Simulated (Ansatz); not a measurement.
# C$_{2}$H$_{10}$BNSi···NH$_{3}$: what the fields show

```xyz
19

B     0.1236   -0.9393   -0.3124
N    -0.6619    1.0864    2.4086
H    -1.5121    1.4685    2.7862
H     0.0787    1.7306    2.6273
C     1.4491   -0.0607   -0.4370
H     1.9258   -0.2715   -1.4020
H     1.2102    1.0052   -0.4296
H     2.1984   -0.2415    0.3383
C    -1.1845   -0.4921   -1.1017
H    -1.9657   -1.2562   -1.1410
H    -1.6013    0.3883   -0.6021
H    -0.9514   -0.1910   -2.1276
N     0.1168   -2.1409    0.4554
H    -0.7479   -2.6486    0.4473
Si    1.3843   -2.8573    1.4123
H     0.8694   -4.1489    1.9268
H     2.6128   -3.1078    0.6243
H     1.7618   -2.0119    2.5722
H    -0.4702    0.2337    2.9061
```

The calculation used RHF/def2-SVP in Ansatz.

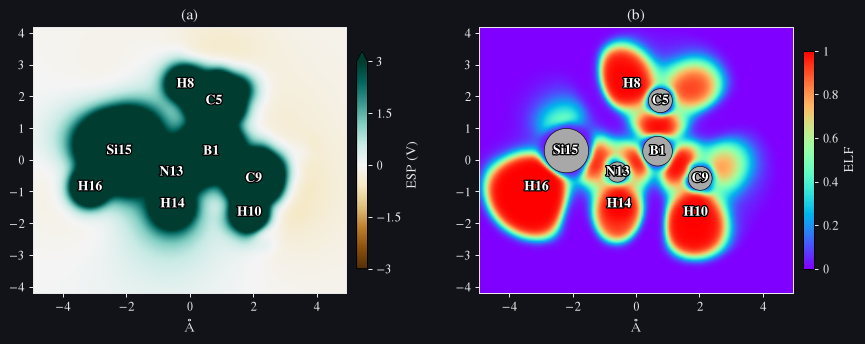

Figure 1. (a) molecular electrostatic potential; (b) electron localisation function on the plane of atoms B1, N13 and Si15. Grey discs cover the atomic cores in the ELF map.

### Interpret the plot.

The section cuts through B, C, H, N and Si sites.
B–N (1.43 Å): the ELF peaks at about 0.95 between the atoms: a shared but strongly polarised pair.
C–B (1.59 Å): the ELF peaks at about 1 between the atoms: localised, covalent bonding.
Si–N (1.74 Å): the ELF peaks at about 0.95 between the atoms; a shared but strongly polarised pair.
N–H (1.00 Å): the ELF climbs to about 1 towards the hydrogen, as it does in any bond to H; a covalent bond by its length.
C–H (1.09 Å): the ELF climbs to about 1 towards the hydrogen (a covalent bond by its length).
Outside the dense part of the complex the potential is most negative (−0.5 V) near C9.

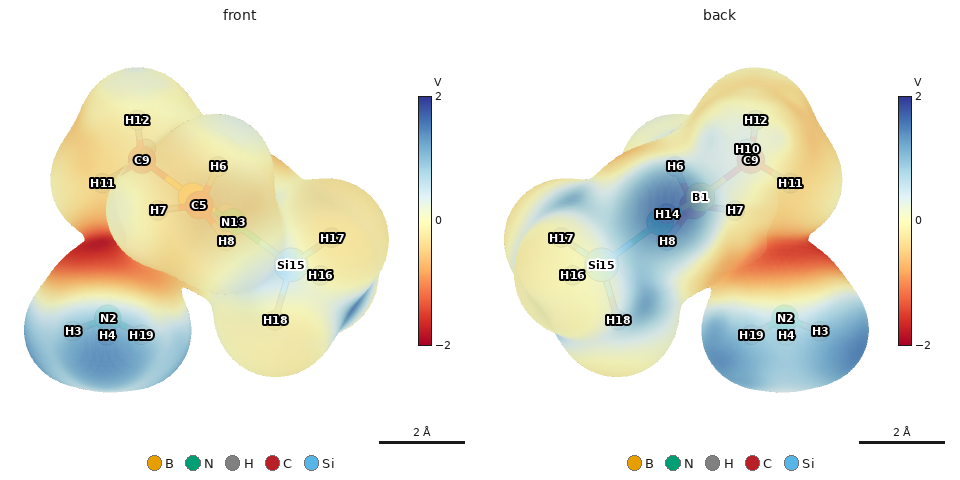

Figure 2. The electrostatic potential painted on the density surface at 0.002 e/bohr³, seen from the front and from behind; the colour scale runs from red (negative) to blue (positive).

### Which sites attract a positive test charge, and which a negative one?

A positive charge is drawn to the negative regions and a negative charge to the positive ones. The most negative region (about −1.7 V) lies over N2, the most positive (about +1.6 V) over H14. N2 is the likeliest acceptor of a hydrogen bond.

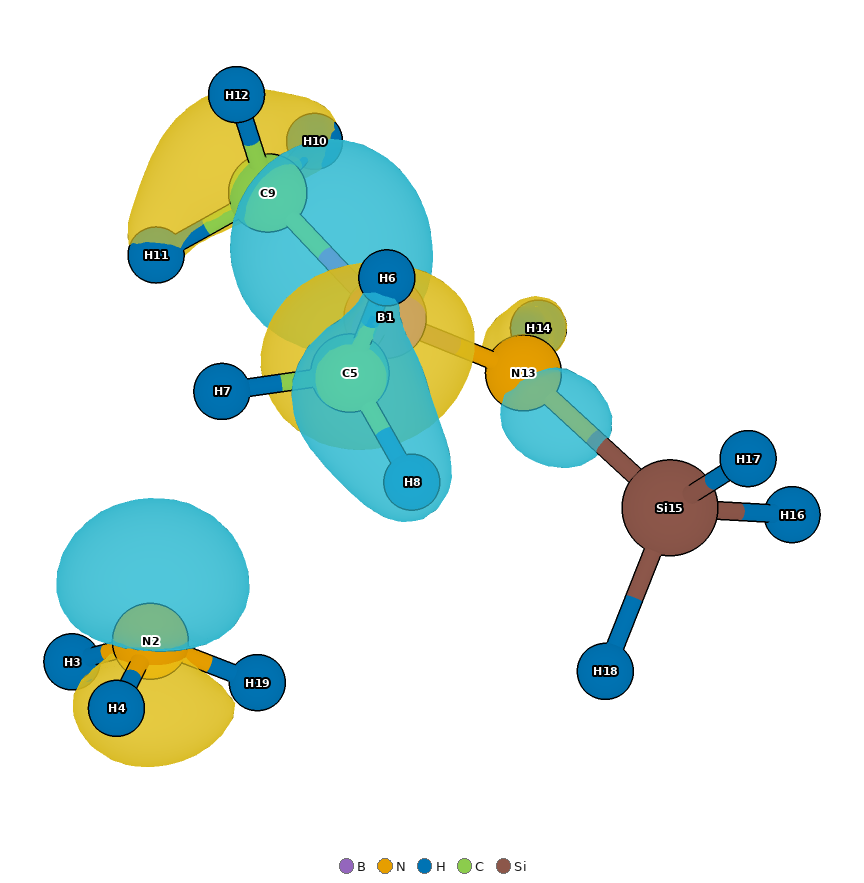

Figure 3. The HOMO−1 at ±0.15 Å⁻³ᐟ² (yellow and cyan are the two phases), seen at a tilt.

### Describe this orbital and give its energy.

It lies mainly on N2 (about 25 %), C9 (about 20 %), C5 (about 15 %) and B1 (about 15 %). Its energy is −11.53 eV.
